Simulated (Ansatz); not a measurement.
# GeH4O: what the fields show

Input file:

```
crystal:
  periodic: [false, false, false]
  atoms:
    - {symbol: Ge, position_ang: [1.017439, 0.011061, 0.962934]}
    - {symbol: O, position_ang: [-0.919147, 0.649284, -0.060515]}
    - {symbol: H, position_ang: [-1.425735, -0.160199, -0.202806]}
    - {symbol: H, position_ang: [0.047086, -0.780777, 1.959576]}
    - {symbol: H, position_ang: [1.011580, -1.223889, -0.070038]}
    - {symbol: H, position_ang: [-0.731324, 1.018211, -0.932462]}
basis:
  gaussian:
    orbitals: def2-TZVPD
hamiltonian:
  xc: pbe0
output: {forces: true, orbitals: {seedname: orbitals}}
```

Command:

```sh
ansatz run input.yaml --threads 2 --pin off --max-ram 4350MiB --events-out events.jsonl --progress --plain --runs-dir runs
```

Geometry: B3LYP-D4/def2-TZVP.

Theory: Ansatz 0.2.0, isolated molecule in a Gaussian basis; Kohn-Sham density functional theory, functional PBE0.

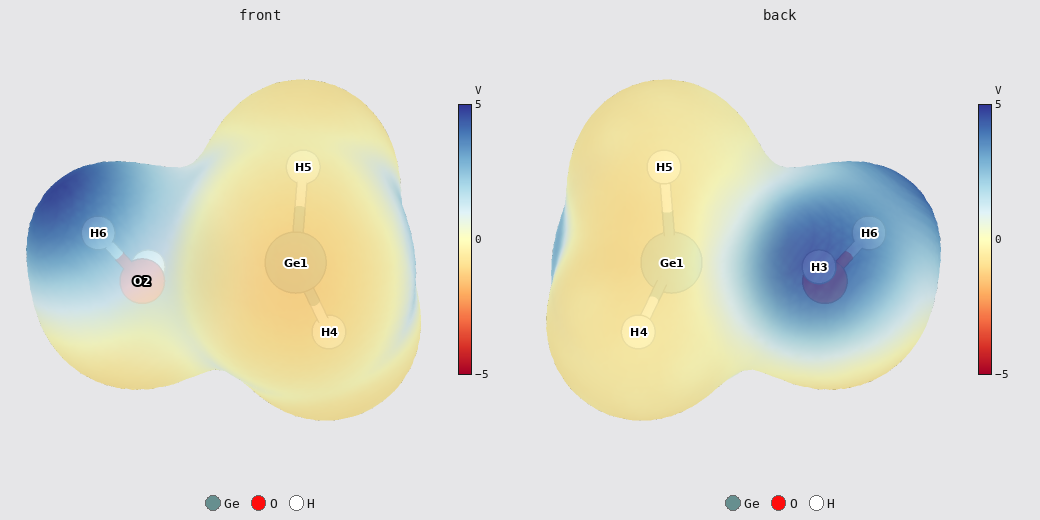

Figure 1. The molecular electrostatic potential painted on the density surface at 0.004 e/bohr³, seen from the front and from behind; the colour scale runs from red (negative) to blue (positive).

Question: Describe the electrostatic potential map.

Answer: The most negative region (about −1.3 V, or −30 kcal/mol for a unit charge) lies over Ge1, the most positive (about +4.6 V, or +106 kcal/mol for a unit charge) over H3 and H6.

Question: How polar is the molecule by this calculation?

Answer: Its dipole moment is 3.42 D.

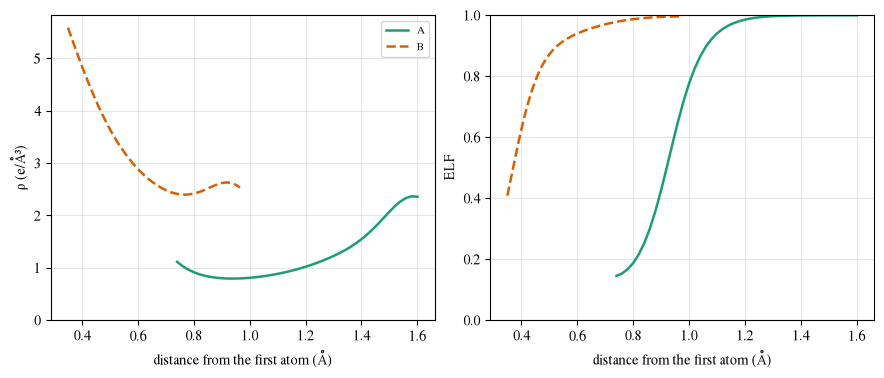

Figure 2. Electron density and ELF along straight lines between neighbouring atoms. The curves leave out the atomic cores.

Question: Which curve belongs to which contact (Ge–H and O–H)? The first atom named is at distance zero.

Answer: Curve A: Ge–H (1.60 Å): the density is about 0.92 e/Å³ at the midpoint; the ELF climbs to about 1 towards the hydrogen. Curve B: O–H (0.97 Å): the density is about 3.8 e/Å³ at the midpoint; the ELF climbs to about 1 towards the hydrogen; an ordinary covalent bond to hydrogen.

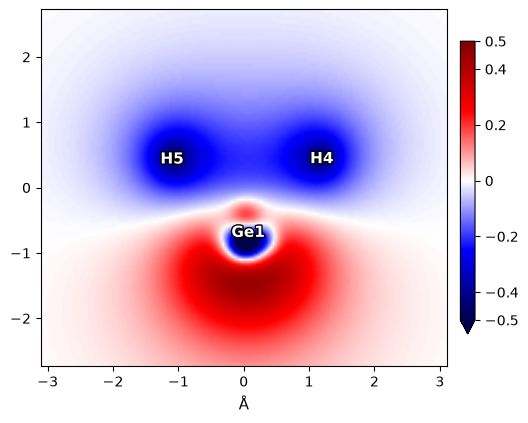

Figure 3. The HOMO on the plane of atoms H4, Ge1 and H5 (values in Å⁻³ᐟ²; the overall sign is arbitrary).

Question: What is the character of this orbital?

Answer: Its weight (Hirshfeld) is mainly on Ge1 (about 75 %), H5 (about 10 %) and H4 (about 10 %). Its energy is −6.07 eV.
